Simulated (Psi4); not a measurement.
# Property calculation, with input and output: SiHCl2

- system: SiHCl2, multiplicity 4
- method: HSE06/STO-6G, UKS (Psi4 1.11)

The geometry is that of the parent species in another charge or spin state. The geometry comes from this level: PBE0-D4/def2-TZVP.

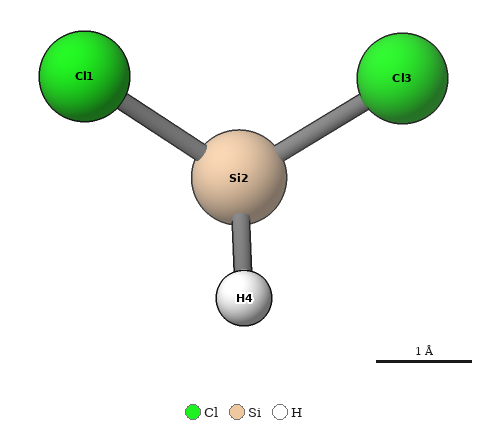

Figure 1. The input geometry (ball-and-stick view, seen on its broad side; atoms are numbered from 1 in the order of the input).

Input file (run.py)
```python
import psi4

psi4.set_memory(1600000000)
psi4.set_num_threads(1)
psi4.set_output_file('psi4.out', False)

molecule = psi4.geometry("""
0 4
Cl    -1.646600     0.177800     0.889400
Si     0.187600    -0.414200     0.200000
Cl     0.250900    -0.281300    -1.841700
H      1.208200     0.517700     0.752400
units angstrom
no_reorient
no_com
""")

psi4.set_options({
    'reference': 'uks',
    'scf_type': 'df',
})

e_tot, wfn = psi4.energy('hse06/STO-6G', molecule=molecule, return_wfn=True)
psi4.oeprop(wfn, 'WIBERG_LOWDIN_INDICES', 'DIPOLE', 'NO_OCCUPATIONS', 'MULLIKEN_CHARGES', 'ESP_AT_NUCLEI', title='HSE06')
print(f'total energy {e_tot:.8f} hartree = {e_tot * 27.211386:.5f} eV')
```

Run on 1 thread of AMD EPYC (Zen 5), 176 GiB of memory available, shared host.

Launch command:
```bash
python run.py
```

The program's output
```
Psi4 1.11 release

   => Loading Basis Set <=

    Name: STO-6G
    Role: ORBITAL
    Keyword: BASIS

         ---------------------------------------------------------
                                   SCF
                              UKS Reference
                        1 Threads,   1525 MiB Core
         ---------------------------------------------------------

  ==> Geometry <==

    Molecular point group: c1
    Full point group: C1

    Geometry (in Angstrom), charge = 0, multiplicity = 4:

       Center              X                  Y                   Z               Mass
    ------------   -----------------  -----------------  -----------------  -----------------
         CL          -1.646600000000     0.177800000000     0.889400000000    34.968852682000
         SI           0.187600000000    -0.414200000000     0.200000000000    27.976926534650
         CL           0.250900000000    -0.281300000000    -1.841700000000    34.968852682000
         H            1.208200000000     0.517700000000     0.752400000000     1.007825032230

  Running in c1 symmetry.

  Rotational constants: A =      0.28419  B =      0.08329  C =      0.06716 [cm^-1]
  Rotational constants: A =   8519.81807  B =   2496.92973  C =   2013.27480 [MHz]
  Nuclear repulsion =  179.837223157490143

  Charge       = 0
  Multiplicity = 4
  Electrons    = 49
  Nalpha       = 26
  Nbeta        = 23

  ==> Algorithm <==

  SCF Algorithm Type is DF.
  DIIS enabled.
  MOM disabled.
  Fractional occupation disabled.
  Guess Type is SAD.
  Energy threshold   = 1.00e-06
  Density threshold  = 1.00e-06
  Integral threshold = 1.00e-12

  ==> Primary Basis <==

  Basis Set: STO-6G
    Blend: STO-6G
    Number of shells: 16
    Number of basis functions: 28
    Number of Cartesian functions: 28
    Spherical Harmonics?: true
    Max angular momentum: 1

  ==> DFT Potential <==

   => LibXC <=

    Version 7.1.2

   => Composite Functional: HSE06 <=

    HSE06 Hyb-GGA Exchange-Correlation Functional

    Deriv               =              1
    GGA                 =           TRUE
    Meta                =          FALSE

    Exchange Hybrid     =           TRUE
    MP2 Hybrid          =          FALSE

   => Exchange Functionals <=

    1.0000   short-range part of the PBE (default w=0 gives PBEh) [omega = 0.1100]
    -0.2500   short-range part of the PBE (default w=0 gives PBEh) [omega = 0.1100]

   => Exact (HF) Exchange <=

    -0.2500            HF,LR [omega = 0.1100]
    0.2500               HF

   => Correlation Functionals <=

    1.0000   Perdew, Burke & Ernzerhof

   => LibXC Density Thresholds  <==

    XC_HYB_GGA_XC_HSE06:  1.00E-15

   => Molecular Quadrature <=

    Radial Scheme          =       TREUTLER
    Pruning Scheme         =           NONE
    Nuclear Scheme         =       TREUTLER

    Blocking Scheme        =         OCTREE
    BS radius alpha        =              1
    Pruning alpha          =              1
    Radial Points          =             75
    Spherical Points       =            302
    Total Points           =          83349
    Total Blocks           =            689
    Max Points             =            255
    Max Functions          =             26
    Weights Tolerance      =       1.00E-15

   => Loading Basis Set <=

    Name: (STO-6G AUX)
    Role: JKFIT
    Keyword: DF_BASIS_SCF

  ==> Integral Setup <==

  DFHelper Memory: AOs need 0.008 GiB; user supplied 1.070 GiB.
  SCF_SUBTYPE=INCORE selected. In-core MEM_DF algorithm will be used.
  Using in-core AOs.

  ==> MemDFJK: Density-Fitted J/K Matrices <==

    J tasked:                   Yes
    K tasked:                   Yes
    wK tasked:                  Yes
    Omega:                1.100E-01
    Memory [MiB]:              1095
    Algorithm:                 Core
    Schwarz Cutoff:           1E-12
    Mask sparsity (%):       7.3980
    Fitting Condition:        1E-10

   => Auxiliary Basis Set <=

  Basis Set: (STO-6G AUX)
    Blend: DEF2-UNIVERSAL-JKFIT
    Number of shells: 120
    Number of basis functions: 402
    Number of Cartesian functions: 485
    Spherical Harmonics?: true
    Max angular momentum: 4

  Cached 100.0% of DFT collocation blocks in 0.047 [GiB].

  Minimum eigenvalue in the overlap matrix is 3.2476060302E-01.
  Reciprocal condition number of the overlap matrix is 1.7820310401E-01.
    Using symmetric orthogonalization.

  ==> Pre-Iterations <==

  SCF Guess: Superposition of Atomic Densities via on-the-fly atomic UHF (no occupation information).

   -------------------------
    Irrep   Nso     Nmo
   -------------------------
     A         28      28
   -------------------------
    Total      28      28
   -------------------------

  ==> Iterations <==

                           Total Energy        Delta E     RMS |[F,P]|

   @DF-UKS iter SAD: -1205.21602533845316   -1.20522e+03   0.00000e+00
   @DF-UKS iter   1: -1205.56947208258225   -3.53447e-01   6.45787e-03 DIIS/ADIIS
   @DF-UKS iter   2: -1205.56823431211956    1.23777e-03   7.37817e-03 DIIS/ADIIS
   @DF-UKS iter   3: -1205.62309656067964   -5.48622e-02   7.34490e-04 DIIS/ADIIS
   @DF-UKS iter   4: -1205.62155416307451    1.54240e-03   1.28952e-03 DIIS/ADIIS
   @DF-UKS iter   5: -1205.62348638701951   -1.93222e-03   5.67485e-04 DIIS/ADIIS
   @DF-UKS iter   6: -1205.62394776527708   -4.61378e-04   9.43707e-05 DIIS
   @DF-UKS iter   7: -1205.62397245939974   -2.46941e-05   1.89397e-05 DIIS
   @DF-UKS iter   8: -1205.62397347133128   -1.01193e-06   3.40495e-06 DIIS
   @DF-UKS iter   9: -1205.62397351112600   -3.97947e-08   8.32457e-07 DIIS
  Energy and wave function converged.

  ==> Post-Iterations <==

   Electrons on quadrature grid:
      Nalpha   =   25.9999974628 ; deviation = -2.537e-06
      Nbeta    =   22.9999980339 ; deviation = -1.966e-06
      Ntotal   =   48.9999954967 ; deviation = -4.503e-06

   @Spin Contamination Metric:   1.445105303E-03
   @S^2 Expected:                3.750000000E+00
   @S^2 Observed:                3.751445105E+00
   @S   Expected:                1.500000000E+00
   @S   Observed:                1.500000000E+00

    Orbital Energies [Eh]
    ---------------------

    Alpha Occupied:

       1A   -101.792175     2A   -101.792079     3A    -66.225664
       4A     -9.263064     5A     -9.262889     6A     -7.084433
       7A     -7.084312     8A     -7.076144     9A     -7.075891
      10A     -7.069576    11A     -7.069483    12A     -5.095419
      13A     -3.402719    14A     -3.398921    15A     -3.397694
      16A     -0.784643    17A     -0.759826    18A     -0.484420
      19A     -0.358018    20A     -0.357046    21A     -0.302062
      22A     -0.294871    23A     -0.288532    24A     -0.267004
      25A     -0.145439    26A      0.100880

    Alpha Virtual:

      27A      0.191428    28A      0.288156

    Beta Occupied:

       1A   -101.788095     2A   -101.788005     3A    -66.213391
       4A     -9.257169     5A     -9.257012     6A     -7.073587
       7A     -7.073506     8A     -7.068659     9A     -7.068484
      10A     -7.065898    11A     -7.065801    12A     -5.076182
      13A     -3.393031    14A     -3.383278    15A     -3.365343
      16A     -0.745599    17A     -0.724053    18A     -0.422379
      19A     -0.315650    20A     -0.311148    21A     -0.272248
      22A     -0.249337    23A     -0.229473

    Beta Virtual:

      24A     -0.207831    25A     -0.001079    26A      0.241551
      27A      0.252189    28A      0.359019

    Final Occupation by Irrep:
              A
    DOCC [    23 ]
    SOCC [     3 ]
    NA   [    26 ]
    NB   [    23 ]

  @DF-UKS Final Energy: -1205.62397351112600

   => Energetics <=

    Nuclear Repulsion Energy =            179.8372231574901434
    One-Electron Energy =               -2029.2262479654618801
    Two-Electron Energy =                 703.3573705508835019
    DFT Exchange-Correlation Energy =     -59.5923192540377897
    Empirical Dispersion Energy =           0.0000000000000000
    VV10 Nonlocal Energy =                  0.0000000000000000
    Total Energy =                      -1205.6239735111259961

  UHF NO Occupations:
  HONO-2 :   24  A 1.0000000
  HONO-1 :   25  A 1.0000000
  HONO-0 :   26  A 1.0000000
  LUNO+0 :   27  A 0.0003678
  LUNO+1 :   28  A 0.0003549

Computation Completed

Properties will be evaluated at   0.000000,   0.000000,   0.000000 [a0]

Properties computed using the SCF density matrix

 Multipole Moments:

 ------------------------------------------------------------------------------------
     Multipole            Electronic (a.u.)      Nuclear  (a.u.)        Total (a.u.)
 ------------------------------------------------------------------------------------

 L = 1.  Multiply by 2.5417464519 to convert [e a0] to [Debye]
 Dipole X            :         38.1924821          -37.5909990            0.6014831
 Dipole Y            :         12.8679295          -13.3048058           -0.4368762
 Dipole Z            :         24.3700484          -23.8799021            0.4901463
 Magnitude           :                                                    0.8904415

 ------------------------------------------------------------------------------------

	total time  =          4 seconds =       0.07 minutes

Properties will be evaluated at   0.000000,   0.000000,   0.000000 [a0]

Properties computed using the HSE06 density matrix

 Electrostatic potentials at the nuclear coordinates:
 ---------------------------------------------
   Center     Electrostatic Potential (a.u.)
 ---------------------------------------------
    1 CL           -64.197264500026
    2 SI           -49.197512456530
    3 CL           -64.197135613870
    4  H            -1.165628800387
 ---------------------------------------------

 Multipole Moments:

 ------------------------------------------------------------------------------------
     Multipole            Electronic (a.u.)      Nuclear  (a.u.)        Total (a.u.)
 ------------------------------------------------------------------------------------

 L = 1.  Multiply by 2.5417464519 to convert [e a0] to [Debye]
 Dipole X            :         38.1924821          -37.5909990            0.6014831
 Dipole Y            :         12.8679295          -13.3048058           -0.4368762
 Dipole Z            :         24.3700484          -23.8799021            0.4901463
 Magnitude           :                                                    0.8904415

 ------------------------------------------------------------------------------------
  Mulliken Charges: (a.u.)
   Center  Symbol    Alpha    Beta     Spin     Total
       1    CL     8.89562  8.27579  0.61984 -0.17141
       2    SI     7.55806  6.04192  1.51614  0.40001
       3    CL     8.89589  8.27512  0.62076 -0.17101
       4     H     0.65043  0.40717  0.24326 -0.05759

   Total alpha = 26.00000, Total beta = 23.00000, Total charge =  0.00000

  Wiberg Bond Indices using Orthogonal Lowdin Orbitals:

  Total Bond Index:
  Irrep: 1 Size: 4 x 4

                 1                   2                   3                   4

    1     0.00000000000000     0.70630606045021     0.38565568039098     0.06470859988332
    2     0.70630606045021     0.00000000000000     0.70582900234934     0.81765018602838
    3     0.38565568039098     0.70582900234934     0.00000000000000     0.06484563522598
    4     0.06470859988332     0.81765018602838     0.06484563522598     0.00000000000000

  Alpha Contribution:
  Irrep: 1 Size: 4 x 4

                 1                   2                   3                   4

    1     0.00000000000000     0.19371751915407     0.02825867379363     0.00733933134254
    2     0.19371751915407     0.00000000000000     0.19324505347717     0.44591439926472
    3     0.02825867379363     0.19324505347717     0.00000000000000     0.00733554739179
    4     0.00733933134254     0.44591439926472     0.00733554739179     0.00000000000000

  Beta Contribution:
  Irrep: 1 Size: 4 x 4

                 1                   2                   3                   4

    1     0.00000000000000     0.51258854129615     0.35739700659735     0.05736926854078
    2     0.51258854129615     0.00000000000000     0.51258394887217     0.37173578676366
    3     0.35739700659735     0.51258394887217     0.00000000000000     0.05751008783419
    4     0.05736926854078     0.37173578676366     0.05751008783419     0.00000000000000

  Atomic Valences:

 #  #
 Irrep: 1
      1:    1.156670340724509
      2:    2.229785248827934
      3:    1.156330317966296
      4:    0.947204421137673

  Natural Orbital Occupations:

  Alpha Occupations:
  HONO-2 :   24  A    1.000
  HONO-1 :   25  A    1.000
  HONO-0 :   26  A    1.000
  LUNO+0 :   27  A    0.000
  LUNO+1 :   28  A   -0.000

  Beta Occupations:
  HONO-2 :   21  A    1.000
  HONO-1 :   22  A    1.000
  HONO-0 :   23  A    1.000
  LUNO+0 :   24  A    0.000
  LUNO+1 :   25  A    0.000
  LUNO+2 :   26  A    0.000
  LUNO+3 :   27  A   -0.000

  Total Occupations:
  HONO-2 :   21  A    2.000
  HONO-1 :   22  A    2.000
  HONO-0 :   23  A    2.000
  LUNO+0 :   24  A    1.000
  LUNO+1 :   25  A    1.000
  LUNO+2 :   26  A    1.000
  LUNO+3 :   27  A    0.000
```

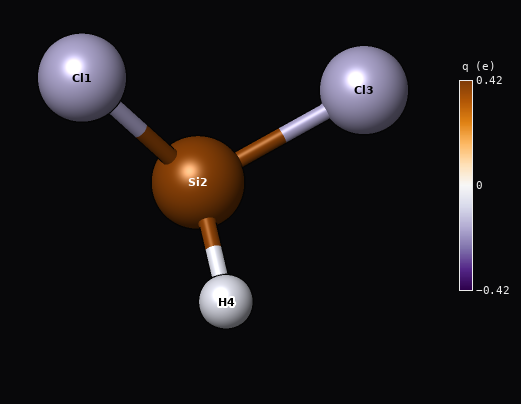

Figure 2. Mulliken charges, as the colour of each atom (ball-and-stick view, seen at a tilt; atoms are numbered from 1 in the order of the input). By element: Cl −0.17, Si +0.40 and H −0.06 e.

Key numbers

| quantity | value |
| --- | --- |
| outcome | converged |
| total energy | −1205.623974 hartree |
| basis functions | 28 |
| ⟨S²⟩ | 3.751 |
| dipole moment | 2.26 D |
| wall time | 5.1 s |
| peak memory | 0.26 GiB |

The record of the run, not the program, notes: positive occupied level.
